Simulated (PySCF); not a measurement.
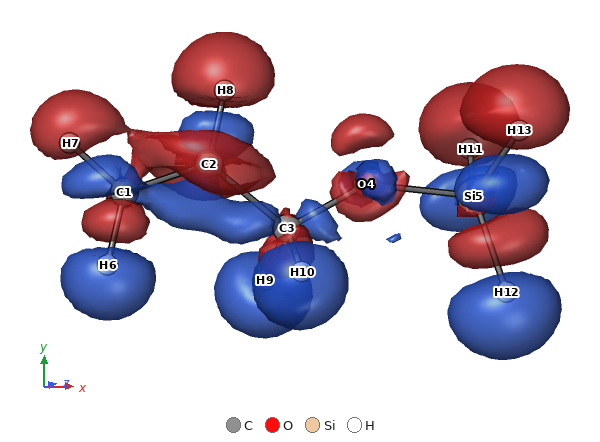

C$_{3}$H$_{8}$OSi, charge +1, doublet, SMILES `[CH2+][CH]CO[SiH3]`. Change of the electron density in a uniform field of 0.10 V/Å, surfaces at ±0.0008 e/Å³ (red: gain, blue: loss).

Method: CAM-B3LYP/def2-SVPD; geometry: GFN2-xTB; program: PySCF. No frequency check shows the geometry to be a minimum. The stability of the open-shell solution wasn't checked. GFN2-xTB doesn't know the spin state, so this open-shell geometry is rough.

Cartesian coordinates (Å):

```
C1      -3.0628   -0.0189   -0.0099
C2      -1.7939    0.4139    0.0092
C3      -0.6230   -0.4983    0.0113
O4       0.5773    0.1603   -0.0070
Si5      2.1918    0.0212   -0.0008
H6      -3.3106   -1.0684   -0.0301
H7      -3.8879    0.6730   -0.0057
H8      -1.5646    1.4713    0.0242
H9      -0.6889   -1.1905   -0.8497
H10     -0.6763   -1.1693    0.8899
H11      2.5195    0.7759   -1.2278
H12      2.6629   -1.3553    0.0666
H13      2.5203    0.9037    1.1362
```

> Along which Cartesian direction does the field point?

Along −y: electrons gather on the +y side, against the field.

> What dipole is induced, and what polarisability does it imply?

The induced dipole is 0.29 D (along the field); α along this axis, from the fields in both directions, is 57 bohr³ (8.5 Å³).

> Which atoms gain and lose the most charge?

Electrons gather most on H8 (Hirshfeld charge changes by −0.004 e) and leave H12 most (+0.004 e); 0.030 electrons are displaced in all.

Run time: 120 s on 1 thread of AMD EPYC 7R43 64-Core Processor (Zen 3), on a shared host, peak memory 0.9 GiB.
